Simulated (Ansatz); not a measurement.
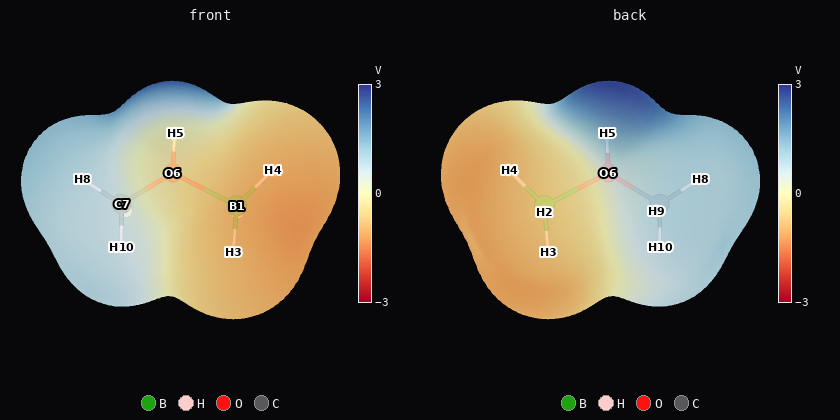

Figure. CH₇BO. The electrostatic potential painted on the density surface at 0.001 e/bohr³, seen from the front and from behind; the colour scale runs from red (negative) to blue (positive).

The reactant side of a reaction path; geometry: PBE0-D4/def2-TZVP.

Theory: RKS PBE0-D4/def2-TZVPP in Ansatz.

Input

```
crystal:
  periodic: [false, false, false]
  atoms:
    - {symbol: B, position_ang: [-0.222785, -1.311950, -0.146860]}
    - {symbol: H, position_ang: [0.337010, -1.225268, -1.220048]}
    - {symbol: H, position_ang: [-1.422477, -1.194309, -0.197193]}
    - {symbol: H, position_ang: [0.180529, -2.201315, 0.563024]}
    - {symbol: H, position_ang: [1.195344, -0.051664, 0.843934]}
    - {symbol: O, position_ang: [0.252279, 0.033530, 0.668103]}
    - {symbol: C, position_ang: [-0.016662, 1.268052, -0.006895]}
    - {symbol: H, position_ang: [0.334580, 2.096279, 0.608721]}
    - {symbol: H, position_ang: [0.458341, 1.271840, -0.989437]}
    - {symbol: H, position_ang: [-1.096359, 1.315006, -0.123549]}
basis:
  gaussian: {orbitals: def2-TZVPP}
hamiltonian: {xc: pbe0, dispersion: d4}
output: {orbitals: {seedname: orbitals}}
```

Run with:

```sh
ansatz run in.yaml --threads 2 --pin off --events-out ev --progress --plain --max-ram 4352MiB
```

Q: Describe the electrostatic potential map.

A: The most negative region (about −1.3 V) lies over H3, the most positive (about +2.8 V) over H5.
